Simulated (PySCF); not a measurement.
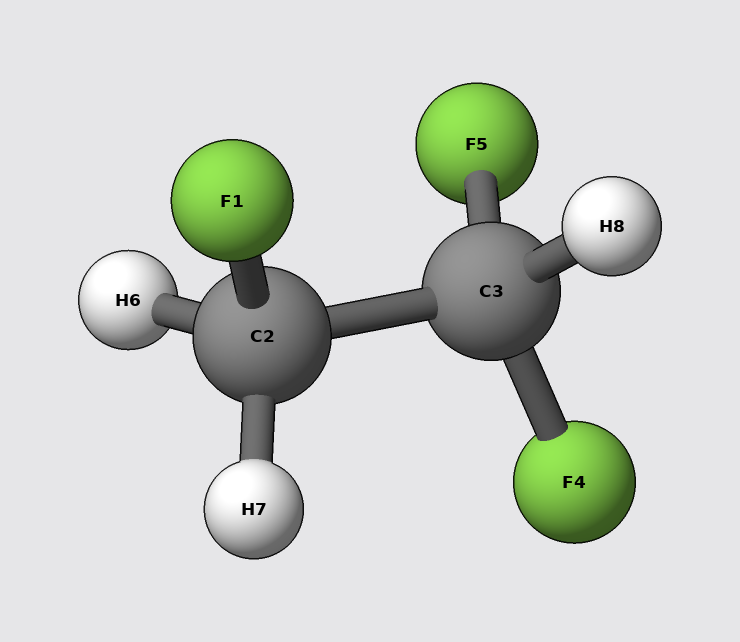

The questions are on Mulliken charges. The computed structure is the end point of a GFN2-xTB optimisation. No frequency run is at hand to confirm it as a minimum. Properties computed with PBE0/pcSseg-1, gas phase (PySCF 2.14.0).

Give the Mulliken charges atom by atom.

```json
{"atom": "F1", "value (e)": "−0.33"}
{"atom": "C2", "value (e)": "0.12"}
{"atom": "C3", "value (e)": "0.45"}
{"atom": "F4", "value (e)": "−0.30"}
{"atom": "F5", "value (e)": "−0.30"}
{"atom": "H6", "value (e)": "0.13"}
{"atom": "H7", "value (e)": "0.12"}
{"atom": "H8", "value (e)": "0.11"}
```

Mulliken values depend strongly on the basis set and can even reverse the polarity of a bond.
